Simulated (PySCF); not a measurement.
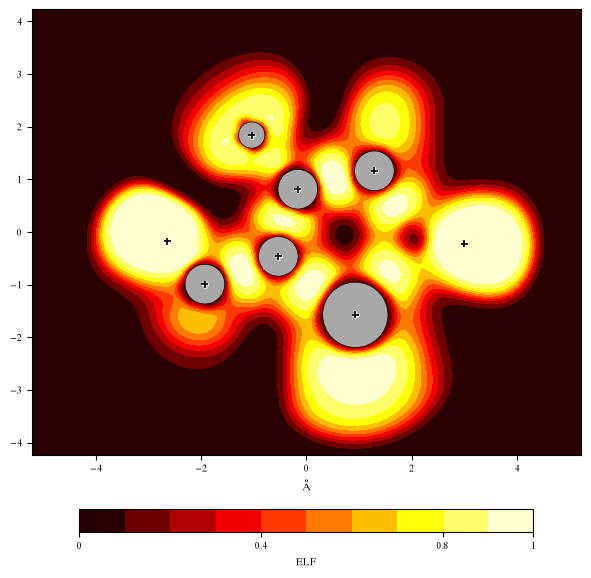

The ELF on a plane through atoms (crosses mark nuclei in the plane; grey discs cover the cores).

Level of theory: PySCF 2.14.0, B3LYP/def2-SVPD, SCF density, gas phase.

Candidates:
A. C5H8FP (SMILES CC1=C(F)CCP1)
B. C2H10BNSi2 (SMILES CB1C[SiH2][SiH2]N1)

Which candidate gave the map?

Candidate A: C5H8FP on the plane of atoms C2, C1 and H9, which holds C, F, P and H. C–C (1.33 Å): the ELF peaks at about 0.90 between the atoms: a short, multiple covalent bond. C–F (1.35 Å): the ELF peaks at about 0.85 between the atoms (a polar covalent bond).
